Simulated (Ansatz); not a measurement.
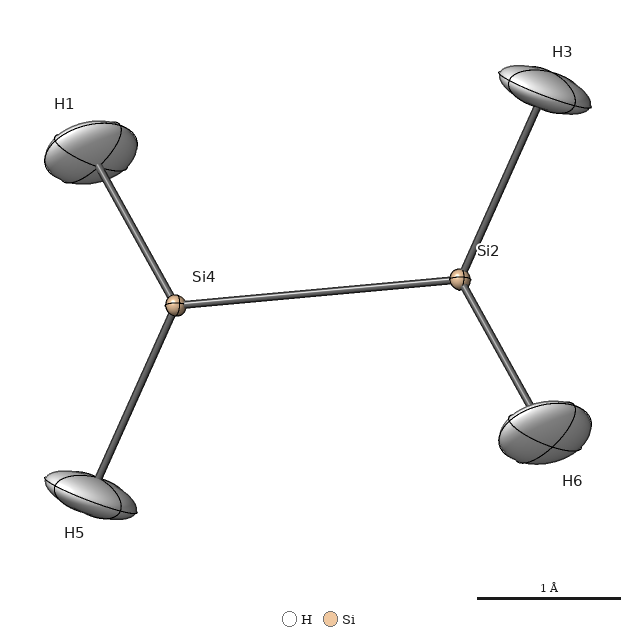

Displacement ellipsoids at the 50 % level, from the internal vibrations of the free molecule (harmonic, no overall translation or rotation; no half-axis is drawn under 0.075 Å). Vibrations computed with RKS PBE0-D4/def2-TZVP (Ansatz 0.2.0). Temperature: 400 K.

Give the displacement parameters, one line for each set of equivalent atoms.

```csv
atom,U_eq (Å²),rms amplitudes (Å)
"H1, H3, H5, H6",0.0372,"0.086, 0.197, 0.256"
"Si2, Si4",0.00055,"0.013, 0.021, 0.032"
```
